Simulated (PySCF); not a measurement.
**P(OH)₂: a ladder of methods**

Aim: at the PBE0 minimum of doublet P(OH)₂, found before, compare methods on energies and levels.

Method: several methods, basis P def2-TZVP, O def2-TZVP, H def2-TZVP, no relativity, density fitting; program: PySCF 2.14.0.

### Step 1. Where the work starts

5 atoms, charge 0, spin multiplicity 2.

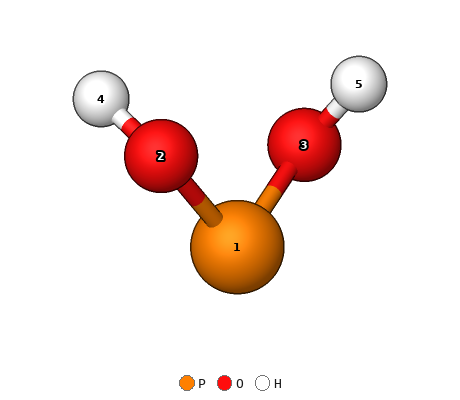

As it starts; phosphorus orange, oxygen red, hydrogen white; atoms are numbered from 1 in the order of the file.

```xyz
5
charge 0 multiplicity 2
P     0.0000    0.0000   -0.5523
O     1.2740    0.1340    0.4663
O    -1.2740   -0.1340    0.4663
H     1.3628   -0.5986    1.0874
H    -1.3628    0.5986    1.0874
```

### Step 2. PBE0

One driver script runs all steps and calls PySCF; scf.py shows the equivalent input of each level. Each SCF starts from the density of the minimum. The driver also runs the species with one electron less or more at the same geometry (one less: multiplicity 1, one more: multiplicity 1); their logs are not shown.

Contents of scf.py:

```python
from pyscf import gto, scf, dft
mol = gto.M(atom='''
P     -0.000000     0.000000    -0.552336
O      1.273977     0.133970     0.466278
O     -1.273977    -0.133970     0.466278
H      1.362836    -0.598586     1.087361
H     -1.362836     0.598586     1.087361''',
    basis={'P': 'def2-TZVP', 'O': 'def2-TZVP', 'H': 'def2-TZVP'},
    charge=0, spin=1)
mf = dft.UKS(mol, xc='PBE0')
mf.grids.atom_grid = (99, 590)
aux = {'P': 'def2-universal-JKFIT', 'O': 'def2-universal-JKFIT', 'H': 'def2-universal-JKFIT'}
mf = mf.density_fit(auxbasis=aux)
mf.kernel()
```

Standard output:

```text
init E= -492.801771470737
[... the frontier-level lines of each cycle are left out ...]
cycle= 1 E= -492.801771470982  delta_E= -2.46e-10  |g|= 2.05e-06  |ddm|= 2.57e-05
Extra cycle  E= -492.801771470987  delta_E= -4.43e-12  |g|= 1.32e-06  |ddm|= 2.62e-06
converged SCF energy = -492.801771470987  <S^2> = 0.7586591  2S+1 = 2.0086404
```

This level, with the species of one electron less or more, took 6.7 s on 4 threads, shared host.

* energy: -492.801771 Eh
* one electron less (charge +1): -492.501702 Eh (singlet, ⟨S²⟩ 0.00)
* one electron more (charge -1): -492.787559 Eh (singlet, ⟨S²⟩ 0.00)
* Mulliken charge of P1: +0.32 e

### Step 3. HF

scf.py, as its differences from that of step 2:

```diff
@@ -10,2 +10 @@
-mf = dft.UKS(mol, xc='PBE0')
-mf.grids.atom_grid = (99, 590)
+mf = scf.UHF(mol)
```

Standard output:

```text
init E= -491.706945322224
[... the frontier-level lines of each cycle are left out ...]
cycle= 1 E= -491.727713582329  delta_E= -0.0208  |g|= 0.0436  |ddm|= 0.172
cycle= 2 E= -491.729091712363  delta_E= -0.00138  |g|= 0.0142  |ddm|= 0.0507
cycle= 3 E= -491.729396221228  delta_E= -0.000305  |g|= 0.00809  |ddm|= 0.0237
cycle= 4 E= -491.729486904008  delta_E= -9.07e-05  |g|= 0.00378  |ddm|= 0.014
cycle= 5 E= -491.729517076612  delta_E= -3.02e-05  |g|= 0.00176  |ddm|= 0.0096
cycle= 6 E= -491.729523732653  delta_E= -6.66e-06  |g|= 0.000688  |ddm|= 0.00518
cycle= 7 E= -491.729524956889  delta_E= -1.22e-06  |g|= 0.000224  |ddm|= 0.00268
cycle= 8 E= -491.729525075246  delta_E= -1.18e-07  |g|= 8.09e-05  |ddm|= 0.000716
cycle= 9 E= -491.729525090068  delta_E= -1.48e-08  |g|= 3.37e-05  |ddm|= 0.000219
cycle= 10 E= -491.72952509292  delta_E= -2.85e-09  |g|= 1.02e-05  |ddm|= 0.00011
cycle= 11 E= -491.72952509316  delta_E= -2.4e-10  |g|= 3.46e-06  |ddm|= 3.17e-05
Extra cycle  E= -491.729525093176  delta_E= -1.58e-11  |g|= 2.23e-06  |ddm|= 3.76e-06
converged SCF energy = -491.729525093176  <S^2> = 0.7827606  2S+1 = 2.0324966
```

This level, with the species of one electron less or more, took 1 s.

| Property | Result |
| --- | --- |
| energy | -491.729525 Eh |
| one electron less (charge +1) | -491.438018 Eh (singlet, ⟨S²⟩ 0.00) |
| one electron more (charge -1) | -491.679478 Eh (singlet, ⟨S²⟩ 0.00) |
| Mulliken charge of P1 | +0.51 e |

### Step 4. PBE

scf.py, as its differences from that of step 3:

```diff
@@ -10 +10,2 @@
-mf = scf.UHF(mol)
+mf = dft.UKS(mol, xc='PBE')
+mf.grids.atom_grid = (99, 590)
```

Standard output:

```text
init E= -492.774775160645
[... the frontier-level lines of each cycle are left out ...]
cycle= 1 E= -492.777480613891  delta_E= -0.00271  |g|= 0.032  |ddm|= 0.107
cycle= 2 E= -492.776031293736  delta_E= 0.00145  |g|= 0.0721  |ddm|= 0.0609
cycle= 3 E= -492.777936959156  delta_E= -0.00191  |g|= 0.00433  |ddm|= 0.0359
cycle= 4 E= -492.777945760202  delta_E= -8.8e-06  |g|= 0.00184  |ddm|= 0.00595
cycle= 5 E= -492.777947272898  delta_E= -1.51e-06  |g|= 0.000215  |ddm|= 0.00195
cycle= 6 E= -492.777947305034  delta_E= -3.21e-08  |g|= 0.000103  |ddm|= 0.000339
cycle= 7 E= -492.777947310442  delta_E= -5.41e-09  |g|= 1.83e-05  |ddm|= 0.000126
cycle= 8 E= -492.777947310653  delta_E= -2.11e-10  |g|= 3.14e-06  |ddm|= 2.95e-05
Extra cycle  E= -492.777947310652  delta_E= 1.36e-12  |g|= 4.06e-06  |ddm|= 7.42e-06
converged SCF energy = -492.777947310652  <S^2> = 0.75525013  2S+1 = 2.0052433
```

This level, with the species of one electron less or more, took 14 s.

- energy: -492.777947 Eh
- one electron less (charge +1): -492.486300 Eh (singlet, ⟨S²⟩ 0.00)
- one electron more (charge -1): -492.763337 Eh (singlet, ⟨S²⟩ 0.00)
- Mulliken charge of P1: +0.26 e

### Step 5. r2SCAN

scf.py, as its differences from that of step 4:

```diff
@@ -10 +10 @@
-mf = dft.UKS(mol, xc='PBE')
+mf = dft.UKS(mol, xc='R2SCAN')
```

Standard output:

```text
init E= -492.990707030083
[... the frontier-level lines of each cycle are left out ...]
cycle= 1 E= -492.991613905623  delta_E= -0.000907  |g|= 0.0082  |ddm|= 0.0851
cycle= 2 E= -492.991620026819  delta_E= -6.12e-06  |g|= 0.00752  |ddm|= 0.0121
cycle= 3 E= -492.991634611068  delta_E= -1.46e-05  |g|= 0.00318  |ddm|= 0.00482
cycle= 4 E= -492.991638376687  delta_E= -3.77e-06  |g|= 0.000628  |ddm|= 0.00224
cycle= 5 E= -492.991638651457  delta_E= -2.75e-07  |g|= 0.000194  |ddm|= 0.001
cycle= 6 E= -492.991638682506  delta_E= -3.1e-08  |g|= 5.8e-05  |ddm|= 0.000355
cycle= 7 E= -492.991638684358  delta_E= -1.85e-09  |g|= 1.68e-05  |ddm|= 7.48e-05
cycle= 8 E= -492.991638684505  delta_E= -1.47e-10  |g|= 3.36e-06  |ddm|= 2.05e-05
Extra cycle  E= -492.991638684504  delta_E= 9.09e-13  |g|= 4.05e-06  |ddm|= 5.55e-06
converged SCF energy = -492.991638684504  <S^2> = 0.76179676  2S+1 = 2.0117622
```

This level, with the species of one electron less or more, took 26 s.

| Item | Value |
| --- | --- |
| energy | -492.991639 Eh |
| one electron less (charge +1) | -492.692285 Eh (singlet, ⟨S²⟩ 0.00) |
| one electron more (charge -1) | -492.974874 Eh (singlet, ⟨S²⟩ 0.00) |
| Mulliken charge of P1 | +0.32 e |

### Step 6. B3LYP

scf.py, as its differences from that of step 5:

```diff
@@ -10 +10 @@
-mf = dft.UKS(mol, xc='R2SCAN')
+mf = dft.UKS(mol, xc='B3LYP')
```

Standard output:

```text
init E= -493.109108874731
[... the frontier-level lines of each cycle are left out ...]
cycle= 1 E= -493.110406436983  delta_E= -0.0013  |g|= 0.0307  |ddm|= 0.0878
cycle= 2 E= -493.109908844644  delta_E= 0.000498  |g|= 0.0487  |ddm|= 0.0337
cycle= 3 E= -493.110690067679  delta_E= -0.000781  |g|= 0.00268  |ddm|= 0.0232
cycle= 4 E= -493.110693131416  delta_E= -3.06e-06  |g|= 0.00041  |ddm|= 0.00217
cycle= 5 E= -493.11069329144  delta_E= -1.6e-07  |g|= 0.000146  |ddm|= 0.00072
cycle= 6 E= -493.110693314427  delta_E= -2.3e-08  |g|= 4.05e-05  |ddm|= 0.000318
cycle= 7 E= -493.110693315441  delta_E= -1.01e-09  |g|= 8.82e-06  |ddm|= 6.84e-05
cycle= 8 E= -493.110693315483  delta_E= -4.18e-11  |g|= 3.42e-06  |ddm|= 1.47e-05
Extra cycle  E= -493.110693315482  delta_E= 2.27e-13  |g|= 3.36e-06  |ddm|= 6.67e-06
converged SCF energy = -493.110693315482  <S^2> = 0.75616952  2S+1 = 2.00616
```

This level, with the species of one electron less or more, took 14 s on 4 threads, shared host.

- energy: -493.110693 Eh
- one electron less (charge +1): -492.812309 Eh (singlet, ⟨S²⟩ 0.00)
- one electron more (charge -1): -493.099382 Eh (singlet, ⟨S²⟩ 0.00)
- Mulliken charge of P1: +0.34 e

### Step 7. TPSSh

scf.py, as its differences from that of step 6:

```diff
@@ -10 +10 @@
-mf = dft.UKS(mol, xc='B3LYP')
+mf = dft.UKS(mol, xc='TPSSH')
```

Standard output:

```text
init E= -493.100791162954
[... the frontier-level lines of each cycle are left out ...]
cycle= 1 E= -493.101432881045  delta_E= -0.000642  |g|= 0.0105  |ddm|= 0.0532
cycle= 2 E= -493.101409085191  delta_E= 2.38e-05  |g|= 0.0131  |ddm|= 0.0117
cycle= 3 E= -493.101460225147  delta_E= -5.11e-05  |g|= 0.00284  |ddm|= 0.00705
cycle= 4 E= -493.101463573516  delta_E= -3.35e-06  |g|= 0.000493  |ddm|= 0.00241
cycle= 5 E= -493.101463711192  delta_E= -1.38e-07  |g|= 0.000121  |ddm|= 0.000622
cycle= 6 E= -493.101463721244  delta_E= -1.01e-08  |g|= 4.2e-05  |ddm|= 0.000177
cycle= 7 E= -493.101463722572  delta_E= -1.33e-09  |g|= 1.23e-05  |ddm|= 7.5e-05
cycle= 8 E= -493.101463722659  delta_E= -8.7e-11  |g|= 2.48e-06  |ddm|= 1.53e-05
Extra cycle  E= -493.101463722658  delta_E= 6.82e-13  |g|= 2.71e-06  |ddm|= 4.2e-06
converged SCF energy = -493.101463722658  <S^2> = 0.75941655  2S+1 = 2.0093945
```

This level, with the species of one electron less or more, took 26 s.

- energy: -493.101464 Eh
- one electron less (charge +1): -492.803052 Eh (singlet, ⟨S²⟩ 0.00)
- one electron more (charge -1): -493.087404 Eh (singlet, ⟨S²⟩ 0.00)
- Mulliken charge of P1: +0.31 e

### Step 8. BHandHLYP

scf.py, as its differences from that of step 7:

```diff
@@ -10 +10 @@
-mf = dft.UKS(mol, xc='TPSSH')
+mf = dft.UKS(mol, xc='BHANDHLYP')
```

Standard output:

```text
init E= -493.013056342798
[... the frontier-level lines of each cycle are left out ...]
cycle= 1 E= -493.014875859643  delta_E= -0.00182  |g|= 0.035  |ddm|= 0.0855
cycle= 2 E= -493.014798449292  delta_E= 7.74e-05  |g|= 0.0392  |ddm|= 0.038
cycle= 3 E= -493.015313397429  delta_E= -0.000515  |g|= 0.00246  |ddm|= 0.0183
cycle= 4 E= -493.015317899217  delta_E= -4.5e-06  |g|= 0.000945  |ddm|= 0.00325
cycle= 5 E= -493.015318899581  delta_E= -1e-06  |g|= 0.00033  |ddm|= 0.0018
cycle= 6 E= -493.015319120789  delta_E= -2.21e-07  |g|= 0.000119  |ddm|= 0.000911
cycle= 7 E= -493.015319163792  delta_E= -4.3e-08  |g|= 2.64e-05  |ddm|= 0.000529
cycle= 8 E= -493.015319165649  delta_E= -1.86e-09  |g|= 7.66e-06  |ddm|= 0.000108
cycle= 9 E= -493.015319165769  delta_E= -1.2e-10  |g|= 2.34e-06  |ddm|= 2.47e-05
Extra cycle  E= -493.015319165777  delta_E= -7.96e-12  |g|= 1.17e-06  |ddm|= 4.67e-06
converged SCF energy = -493.015319165777  <S^2> = 0.76101101  2S+1 = 2.0109809
```

This level, with the species of one electron less or more, took 15 s.

| Property | Result |
| --- | --- |
| energy | -493.015319 Eh |
| one electron less (charge +1) | -492.713513 Eh (singlet, ⟨S²⟩ 0.00) |
| one electron more (charge -1) | -492.998507 Eh (singlet, ⟨S²⟩ 0.00) |
| Mulliken charge of P1 | +0.41 e |

### Step 9. B2PLYP

scf.py, as its differences from that of step 8:

```diff
@@ -10 +10 @@
-mf = dft.UKS(mol, xc='BHANDHLYP')
+mf = dft.UKS(mol, xc='0.53*HF + 0.47*B88, 0.73*LYP')
```

Standard output:

```text
init E= -492.671520447379
[... the frontier-level lines of each cycle are left out ...]
cycle= 1 E= -492.674037597259  delta_E= -0.00252  |g|= 0.0299  |ddm|= 0.0901
cycle= 2 E= -492.674096858071  delta_E= -5.93e-05  |g|= 0.0298  |ddm|= 0.0366
cycle= 3 E= -492.674403669412  delta_E= -0.000307  |g|= 0.00352  |ddm|= 0.015
cycle= 4 E= -492.674412433561  delta_E= -8.76e-06  |g|= 0.00131  |ddm|= 0.00425
cycle= 5 E= -492.674414554407  delta_E= -2.12e-06  |g|= 0.000444  |ddm|= 0.00256
cycle= 6 E= -492.674415016991  delta_E= -4.63e-07  |g|= 0.000148  |ddm|= 0.00142
cycle= 7 E= -492.674415074369  delta_E= -5.74e-08  |g|= 3.47e-05  |ddm|= 0.000591
cycle= 8 E= -492.674415077484  delta_E= -3.12e-09  |g|= 1.12e-05  |ddm|= 0.000133
cycle= 9 E= -492.674415077763  delta_E= -2.79e-10  |g|= 3.56e-06  |ddm|= 3.69e-05
Extra cycle  E= -492.674415077784  delta_E= -2.13e-11  |g|= 1.9e-06  |ddm|= 7.68e-06
converged SCF energy = -492.674415077784  <S^2> = 0.76333625  2S+1 = 2.0132921
```

This level, with the species of one electron less or more, took 14 s.

```
energy                        : -492.870058 Eh
one electron less (charge +1) : -492.576855 Eh (singlet, ⟨S²⟩ 0.00)
one electron more (charge -1) : -492.854441 Eh (singlet, ⟨S²⟩ 0.00)
of which 0.27 × MP2-like term : -0.19564 Eh
```

### Step 10. All levels side by side

| level | atomisation energy (kJ/mol) | vertical ionisation energy (eV) | vertical electron affinity (eV) | −ε(HOMO) (eV) | gap (eV) | dipole (D) | wall time |
| --- | --- | --- | --- | --- | --- | --- | --- |
| PBE0 | 1647 | 8.17 | -0.39 | 5.59 | 3.83 | 1.84 | 6.7 s |
| HF | 1021 | 7.93 | -1.36 | 8.92 | 11.18 | 1.71 | 1 s |
| PBE | 1723 | 7.94 | -0.40 | 4.28 | 1.50 | 1.88 | 14 s |
| r2SCAN | 1671 | 8.15 | -0.46 | 4.64 | 2.25 | 1.92 | 26 s |
| B3LYP | 1662 | 8.12 | -0.31 | 5.29 | 3.13 | 1.76 | 14 s |
| TPSSh | 1636 | 8.12 | -0.38 | 4.98 | 2.70 | 1.87 | 26 s |
| BHandHLYP | 1563 | 8.21 | -0.46 | 6.73 | 5.91 | 1.71 | 15 s |
| B2PLYP | 1643 | 7.98 | -0.42 | – | – | – | 14 s |

Times are for 4 threads, shared host; PBE0 starts from its own converged density, so its time is not comparable. A dash stands where a species or a free atom was not run at that level, or the quantity is not defined.

Atomisation goes to high-spin atoms in their ground configurations, run at the same level, without zero-point energy.

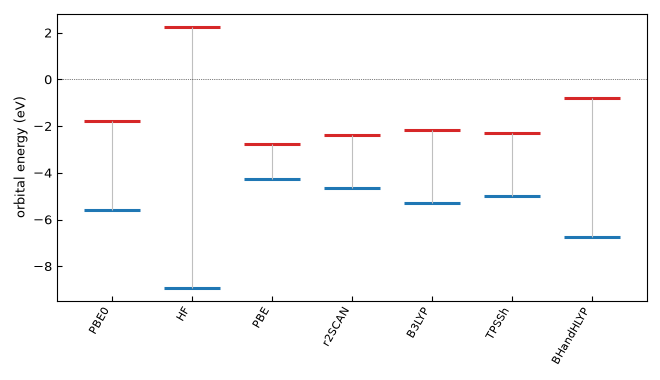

Highest occupied (blue) and lowest empty (red) levels by method.

### Step 11. Results

| quantity | value |
| --- | --- |
| atomisation energy, range | 1021 (HF) to 1723 (PBE) kJ/mol |
| vertical ionisation energy, range | 7.93 (HF) to 8.21 (BHandHLYP) eV |
| vertical electron affinity | negative in this basis |
| orbital gap, range | 1.50 (PBE) to 11.18 (HF) eV |

In words: The atomisation energy spreads over 702 kJ/mol, from HF to PBE; without a CCSD(T) value for it there is no yardstick here. A negative electron affinity (at every level) reflects the basis more than the molecule, so no ranking is made on it; without diffuse functions even a bound anion can come out this way.
